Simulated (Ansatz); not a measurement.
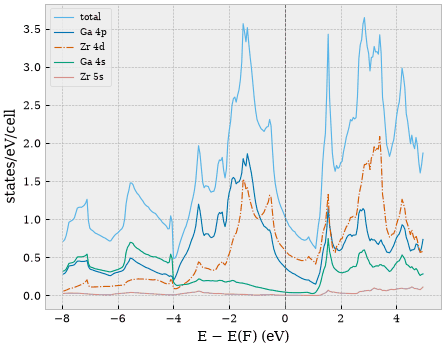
Figure: Total and projected density of states of ZrGa3 in space group I4/mmm (No. 139; Zr on 2a, Ga on 2b, Ga on 4d), r²SCAN in the plane-wave PAW code Ansatz

Problem. Which orbitals carry the states next to the Fermi level?

Solution. Within 0.5 eV of the Fermi level: Zr 4d 57 %, Ga 4p 36 %. Projections are on Löwdin-orthogonalised atomic valence shells; empty p or d shells of many metals are not among them.

Problem. Where is the tallest occupied peak in this window, and what makes it?

Solution. Near -1.5 eV, about 3.6 states/eV per cell; the largest projected share is Ga 4p.

The workflow started from an entry of the Crystallography Open Database (COD). Whether it is the stable phase at ambient conditions was not checked. Symmetry was held in the r²SCAN relaxation; whether a distortion lowers the energy is not shown. The run is not spin-polarised. Spin–orbit coupling is left out wherever it is not named.

Potentials: the later of the program's two PAW sets.
